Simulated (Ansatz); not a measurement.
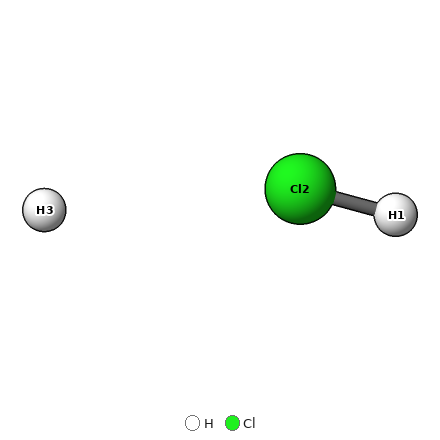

The system is H + ClH, spin multiplicity 2; the picture shows the reference structure. The first coordinate is: distance H1–Cl2; the second: distance Cl2–H3. Nothing is relaxed (the angle H1–Cl2–H3 is fixed at 160 degrees). The scan uses a 17 × 17 grid; 153 points were computed and 136 follow by symmetry. Points are written as (first, second). Energies are in kJ/mol, from the lowest grid point. In part of the range the unrestricted reference is strongly spin-contaminated. Computed with Ansatz, UKS PBE0-D4/def2-SVPD.

Its coordinates:

```yaml
atoms:
  - { symbol: H, position_ang: [-1.3360, 0.0000, 0.0000] }
  - { symbol: Cl, position_ang: [0.0000, 0.0000, 0.0000] }
  - { symbol: H, position_ang: [3.2551, 1.1848, 0.0000] }
```

Range: distance H1–Cl2 from 1.064 to 3.464 Å; distance Cl2–H3 from 1.064 to 3.464 Å.

Question: Predict the map.

Answer: The lowest grid point is at (1.336 Å, 3.464 Å). It lies on the edge of the grid, but the force there points inwards, so the minimum lies inside the range. The highest grid point, (1.064 Å, 1.064 Å), lies 588 kJ/mol above the lowest. On the interpolated surface the lowest path from the side where the first distance is long, about (3.46 Å, 1.30 Å), to the side where the second distance is long, about (1.30 Å, 3.46 Å), has its top at about (1.50 Å, 1.50 Å), about 63 kJ/mol above the start and 63 kJ/mol above the end.

```tsv
distance Cl2–H3 ↓, distance H1–Cl2 →	1.129	1.336	1.593	1.883	2.200	2.539	2.896	3.271
3.464	50	0	84	215	332	388	413	424
3.082	51	0	84	215	329	383	407	417
2.715	53	2	84	213	320	371	392	401
2.367	60	7	87	208	299	340	357	364
2.039	77	20	89	188	247	270	278	281
1.735	113	43	82	130	146	148	148	148
1.460	177	75	59	51	40	34	31	31
1.225	296	149	81	41	18	8	5	4
1.064	488	311	216	163	135	123	119	118
```

The table holds every second grid line.

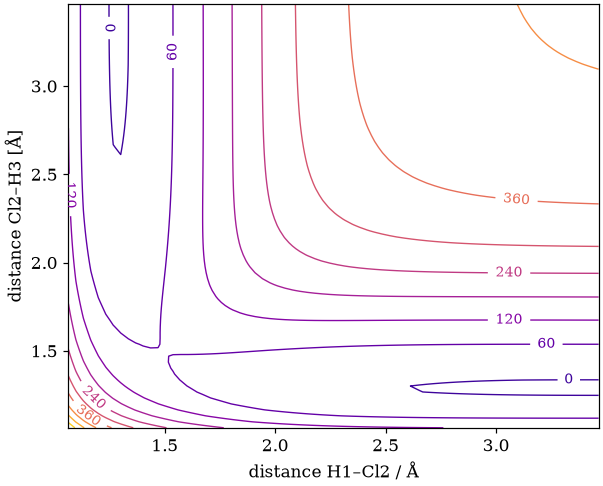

Drawn: contour lines labelled in kJ/mol. Between grid points the surface is interpolated.

Each point was launched as `ansatz run input.yaml --threads 1 --pin off --max-ram 2560MiB --backend cpu --events-out ev --progress --plain --runs-dir out`. Time for the 153 points that were run: 5 min on 1 thread of Arm Neoverse V1, on a shared host.
